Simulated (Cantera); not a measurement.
Charge: 1 mol Si, 0.62 mol HCl, 8.6 mol H2, equilibrated at 21.0 bar.

Cantera equilibrium calculation (NASA polynomials, part measured and part estimated; ideal gas, pure solids and liquids). Candidate condensed phases: Si; 19 gas species. The tables' values for SiCl3 are old estimates; treat these amounts as uncertain. Gases not in the tables: Si2H6 and higher silanes. The numbers say what is thermodynamically allowed, not how fast it happens.

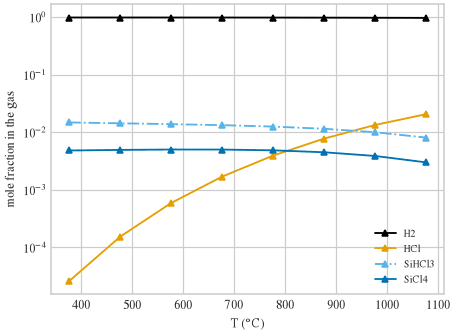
Fig. 1. Equilibrium gas composition (values under 1e-9 drawn at 1e-9)

**Question.** Read off the mole fractions at 377 °C.

**Answer.** H2 about 0.98, SiHCl3 about 0.015, SiCl4 about 0.0048, HCl about 2.6e-5.
